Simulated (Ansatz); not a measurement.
# HfN (rock salt): energy against volume

HfN (rock salt)

```yaml
crystal:
  lattice:
    - [0.00000, 2.27401, 2.27401]
    - [2.27401, 0.00000, 2.27401]
    - [2.27401, 2.27401, 0.00000]
  atoms:
    - { symbol: N, position: [0.00000, 0.00000, 0.00000] }
    - { symbol: Hf, position: [0.50000, 0.50000, 0.50000] }
```

E(V) scan at fixed shape, V₀ the volume above. Symmetry pins the atoms to their sites.

The numbers are results of PBE (plane waves to 420 eV, PAW, scalar-relativistic; Ansatz, a program for electronic structure), not measurements. k mesh 18×18×18 (Γ-centred), Fermi-Dirac smearing 0.05 eV. Energies are smeared free energies. Stress and pressure are positive under compression. HfN is run without spin polarisation. HfN was relaxed with its symmetry unable to fall. Spin-orbit coupling is left out, though Hf is heavy. The PAW data are Ansatz's earlier set. The zero of ΔE is the relaxed starting cell.

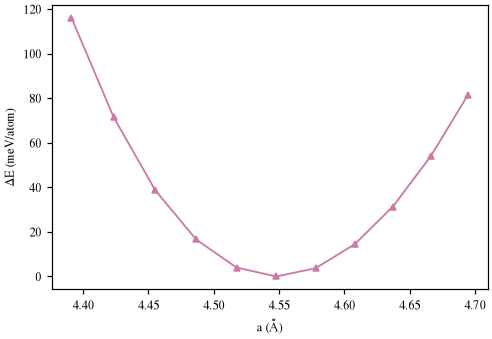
*ΔE (meV/atom) against a (Å); one marker a computed point.*

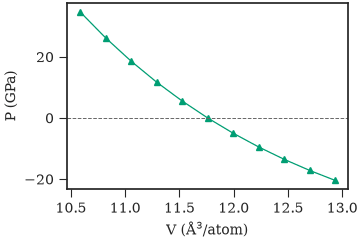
Figure. P (GPa) against V (Å³/atom); markers are the computed points, lines only join them.

The pressure at the smallest volume comes out as 34.7 GPa, the equilibrium volume of the fit is 11.76 Å³/atom and the pressure for 5 % compression (fit) comes out as 15.1 GPa. The pressure derivative B₀′ (fit) is 4.3 and the energy cost of the largest expansion comes out as 82 meV/atom.

P = (3B₀/2)(x⁷ − x⁵)[1 + ¾(B₀′ − 4)(x² − 1)] with x = (1/0.95)^(1/3), B₀ = 263 GPa and B₀′ = 4.27.

(A scan under strain: stresses follow from slopes of the energy per volume, elastic moduli from its curvatures.)
